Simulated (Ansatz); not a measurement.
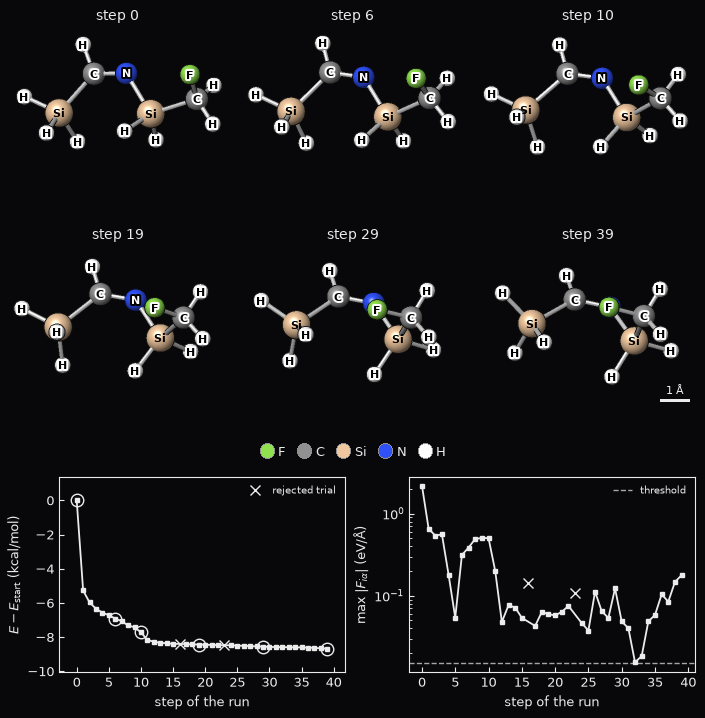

Frames of a relaxation of C2H8FNSi2, marked on the history of the run. The picture is a ball-and-stick view, seen from a free direction.

The run prepares an end point of a later path (torsion) calculation, from a guessed geometry.

Method: Ansatz, RKS BHLYP-D4/def2-SVP.

The input:
```yaml
crystal:
  periodic: [false, false, false]
  atoms:
    - { symbol: F, position_ang: [-2.0632, -2.9929, 0.637] }
    - { symbol: C, position_ang: [-1.8908, -1.6905, 1.0986] }
    - { symbol: Si, position_ang: [-0.5977, -0.8723, 0.0986] }
    - { symbol: "N", position_ang: [-1.13117, -0.69239, -1.58057] }
    - { symbol: C, position_ang: [-0.45851, -0.22037, -2.51574] }
    - { symbol: Si, position_ang: [1.20462, 0.62272, -2.60802] }
    - { symbol: H, position_ang: [-1.5856, -1.7785, 2.1578] }
    - { symbol: H, position_ang: [-2.7959, -1.1273, 1.0349] }
    - { symbol: H, position_ang: [0.65162, -1.55332, 0.06281] }
    - { symbol: H, position_ang: [-0.38114, 0.56656, 0.53009] }
    - { symbol: H, position_ang: [-0.97295, -0.2468, -3.51863] }
    - { symbol: H, position_ang: [1.23143, 1.84707, -1.72723] }
    - { symbol: H, position_ang: [1.50886, 1.01501, -3.99521] }
    - { symbol: H, position_ang: [2.26813, -0.31543, -2.17246] }
basis:
  gaussian: { orbitals: def2-SVP }
hamiltonian:
  xc: { name: BHLYP }
  dispersion: d4
relax:
  f_tol: 0.015
  max_steps: 40
```

Run as
```bash
ansatz run input.yaml --threads 2 --pin off --max-ram 3072MiB --backend cpu --events-out ev --progress --plain --runs-dir out
```

Describe the path.

The relaxation stopped without meeting its thresholds, so the last structure isn't shown to be converged. It used up its limit of 40 steps. The energy falls by 8.67 kcal/mol in 37 accepted moves (39 points after the start). Largest force component: 2.2 eV/Å at the start, 0.18 eV/Å at the end. The line search rejected the trial steps at points 16, 23 of the run. The largest move after the best rigid fit is that of F1, 1.86 Å. By element the largest moves are F 1.86 Å, H 1.82 Å, N 1.25 Å, Si 0.92 Å, C 0.82 Å. Some distances before and after: Si3–H9 1.423 → 1.485 Å, C2–Si3 1.828 → 1.889 Å, C5–Si6 1.867 → 1.912 Å, Si3–H10 1.518 → 1.476 Å. Bond angles that change, for instance: N4–Si3–H9 106.8° → 113.8°, N4–Si3–H10 102.5° → 109.0°, C2–Si3–H9 114.9° → 109.1°. Groups turn about Si3–N4 by about 90°, C5–Si6 by about 35°. From step 0 to 6: H10 moves most (0.45 Å), energy −6.91 kcal/mol. From step 6 to 10: H9 moves most (0.55 Å), energy −0.81 kcal/mol. From step 10 to 19: F1 moves most (0.52 Å), energy −0.71 kcal/mol. From step 19 to 29: H13 moves most (0.65 Å), energy −0.12 kcal/mol. From step 29 to 39: H13 moves most (0.48 Å), energy −0.12 kcal/mol.

| step | E − E(0), kcal/mol | largest force component, eV/Å | note |
| --- | --- | --- | --- |
| 0 | 0.00 | 2.1908 |  |
| 1 | -5.27 | 0.6558 |  |
| 2 | -5.97 | 0.5396 |  |
| 3 | -6.33 | 0.5588 |  |
| 4 | -6.56 | 0.1799 |  |
| 5 | -6.72 | 0.0541 |  |
| 6 | -6.91 | 0.3135 |  |
| 7 | -7.06 | 0.3860 |  |
| 8 | -7.32 | 0.4914 |  |
| 9 | -7.42 | 0.5053 |  |
| 10 | -7.72 | 0.5030 |  |
| 12 | -8.27 | 0.0480 |  |
| 13 | -8.32 | 0.0766 |  |
| 15 | -8.39 | 0.0539 |  |
| 16 | -8.38 | 0.1426 | rejected |
| 18 | -8.42 | 0.0635 |  |
| 19 | -8.43 | 0.0598 |  |
| 21 | -8.45 | 0.0637 |  |
| 22 | -8.46 | 0.0753 |  |
| 24 | -8.48 | 0.0464 |  |
| 25 | -8.50 | 0.0377 |  |
| 27 | -8.52 | 0.0647 |  |
| 28 | -8.54 | 0.0538 |  |
| 30 | -8.57 | 0.0487 |  |
| 31 | -8.58 | 0.0403 |  |
| 33 | -8.59 | 0.0184 |  |
| 34 | -8.59 | 0.0487 |  |
| 36 | -8.61 | 0.1040 |  |
| 37 | -8.62 | 0.0848 |  |
| 39 | -8.67 | 0.1782 |  |
